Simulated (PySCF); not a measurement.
C₃H₇BO₂P (SMILES OB([PH])OC1CC1) (doublet)

```yaml
atoms:
  - { symbol: O, position_ang: [1.6479, 1.5167, 1.4051] }
  - { symbol: B, position_ang: [1.7278, 0.4274, 0.5985] }
  - { symbol: P, position_ang: [3.3812, -0.3470, -0.0072] }
  - { symbol: O, position_ang: [0.6232, -0.1994, 0.1585] }
  - { symbol: C, position_ang: [-0.6832, 0.1853, 0.4695] }
  - { symbol: C, position_ang: [-1.7111, -0.8980, 0.5932] }
  - { symbol: C, position_ang: [-1.7250, 0.0193, -0.5950] }
  - { symbol: H, position_ang: [2.4720, 1.9191, 1.6750] }
  - { symbol: H, position_ang: [2.7569, -1.3427, -0.7392] }
  - { symbol: H, position_ang: [-0.7341, 1.0421, 1.1303] }
  - { symbol: H, position_ang: [-2.4756, -0.7911, 1.3466] }
  - { symbol: H, position_ang: [-1.3792, -1.9120, 0.4345] }
  - { symbol: H, position_ang: [-1.4024, -0.3868, -1.5408] }
  - { symbol: H, position_ang: [-2.4992, 0.7666, -0.6712] }
```

Geometry: GFN2-xTB.

All numbers below come from UKS B3LYP, pcH-1 on B C H O P, non-relativistic, mean-field spin-orbit, GIAO in PySCF.

Q: Predict the electron density, electron localisation function and spin density between the atoms.

A: B–O (1.34 Å): ρ is about 1.3 e/Å³ halfway; the ELF peaks at about 0.90 between the atoms, as expected for a short, strongly polar bond.
C–O (1.40 Å): the density is about 1.4 e/Å³ at the midpoint; the ELF peaks at about 0.80 between the atoms (a shared but strongly polarised pair).
B–P (1.92 Å): the density is about 0.83 e/Å³ at the midpoint; the ELF peaks at about 0.95 between the atoms (a shared electron pair).
O–H (0.96 Å): ρ at the midpoint is about 2 e/Å³; the ELF climbs to about 0.95 towards the hydrogen, as it does in any bond to H (a covalent bond by its length).
The unpaired spin (1 electron) lies mostly on P3 (about 0.8), in electrons by Hirshfeld's partition.

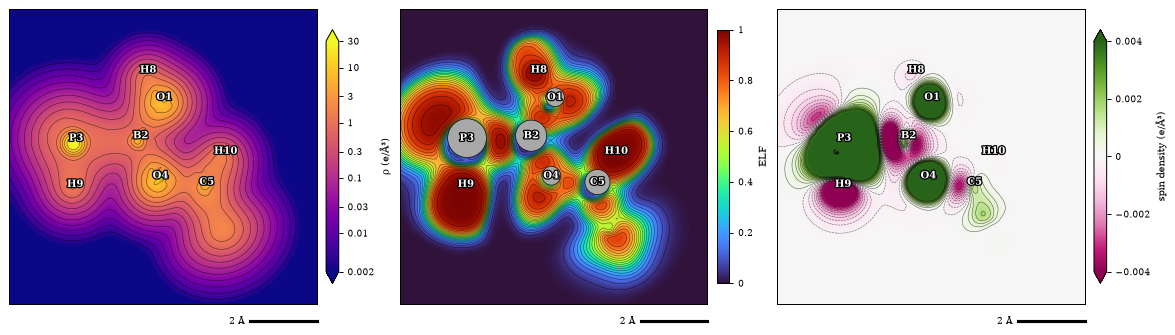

Computed electron density, electron localisation function and spin density on the plane of atoms P3, B2 and O4, in this order. Grey discs cover the atomic cores in the ELF map. 
